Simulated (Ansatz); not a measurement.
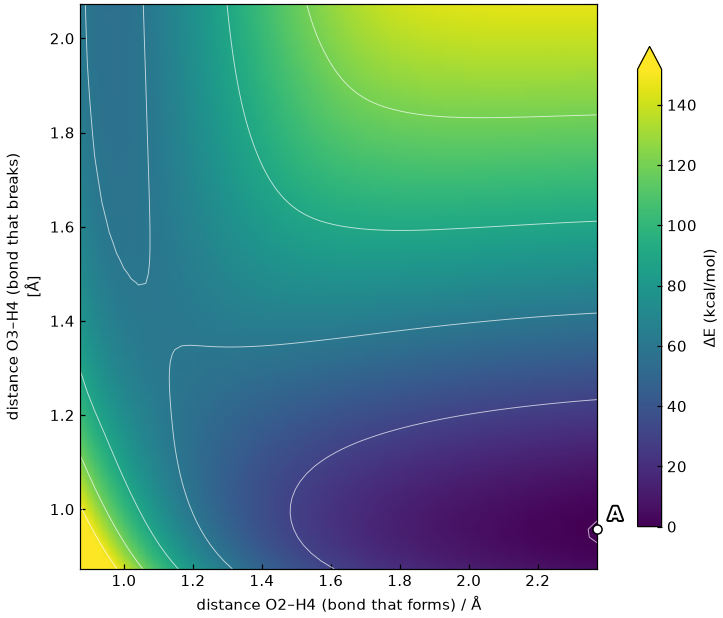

The reacting system GaH3O2 (fragments GaH₃O₂ where the first distance is long, GaHO + H₂O where the second is long). First axis: distance O2–H4 (bond that forms). Second axis: distance O3–H4 (bond that breaks). Relaxed at each point: all other coordinates. The grid has 13 × 13 points. Points are written as (first, second). All energies are given in kcal/mol relative to the lowest grid point. The reference is spin-restricted, so regions where a bond is pulled apart into radicals lie too high. Method: RHF/def2-SVP (Ansatz 0.2.0).

In the figure: a smooth colour map with a few white contour lines, one colour for all values above the top of the scale, the point A. Between grid points the surface is interpolated.

Q: Find the lowest path from A to the other arm of the map, and its barrier.

A: The easiest path runs from the side where the first distance is long, about (2.37 Å, 0.96 Å), to the side where the second distance is long, about (0.96 Å, 2.07 Å). Its highest point, at about (1.12 Å, 1.39 Å), lies about 61 kcal/mol above the start and 4.8 kcal/mol above the end on the interpolated surface. An end on the edge of the scan is no minimum, so the barrier from there is a lower bound.

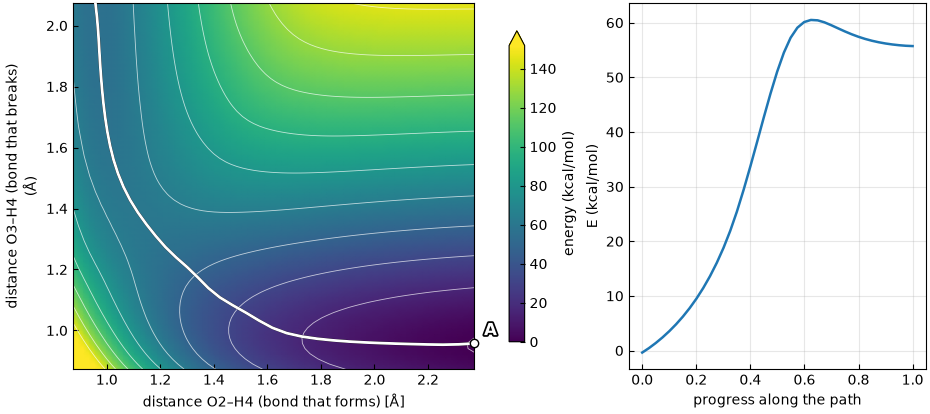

In the figure: a smooth colour map with a few white contour lines, a line along the lowest path, one colour for all values above the top of the scale, the energy along the path at the right. Between grid points the surface is interpolated.
